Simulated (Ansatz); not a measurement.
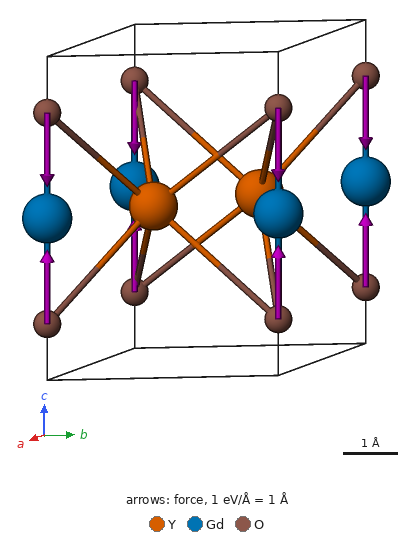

Starting geometry of a crystal of GdY2O2 (a generated structure, set up in P6/mmm) (coarse preliminary run) with the computed forces as purple arrows. The picture is a ball-and-stick view of the cell of the calculation, seen slightly off an axis.

The calculation used DFT PBE, scalar-relativistic, plane waves, PAW in Ansatz 0.2.0. Set-up: plane-wave cutoff 420 eV; k-point mesh 6 × 6 × 4; occupations gaussian; smearing width 0.1 eV; collinear spin; cell and atoms relaxed; force threshold 0.04 eV/Å; at most 70 steps.

**Is this structure relaxed? If not, where do the atoms go?**

It isn't relaxed: the largest force vector, on O atoms, is 1.43 eV/Å. The atoms end up moving mostly along the starting forces (cosine between the two patterns 1.00). After 18 accepted moves (23 points after the start) the energy has fallen by 1714 meV per atom. The largest force component goes from 1.4 to 0.0037 eV/Å. The pressure goes from 33.48 to 0.05 GPa. The line search rejected the trial step at point 11 of the run. At 4 points the geometry stayed and the basis and grid were re-selected for the new cell (energy shift of 193 meV per atom at most each time). The largest moves relative to the cell, 0.70 Å, are those of O atoms. Y and Gd stay in place. The drawn cell changes as follows: a = b 4.398 → 6.019 Å (+36.9 %), c 6.168 → 8.051 Å (+30.5 %); the volume changes by +144.5 %. Near-neighbour distances that change, for instance: Gd–Y 2.539 → 3.475 Å, Y–Y 2.539 → 3.475 Å, O–Y 3.240 → 3.975 Å, Gd–O 2.013 → 1.931 Å. The space group stays P6/mmm (No. 191). Cost: 11 min on 1 thread of Intel(R) Xeon(R) Processor @ 2.70GHz (shared host), peak memory 0.74 GiB.
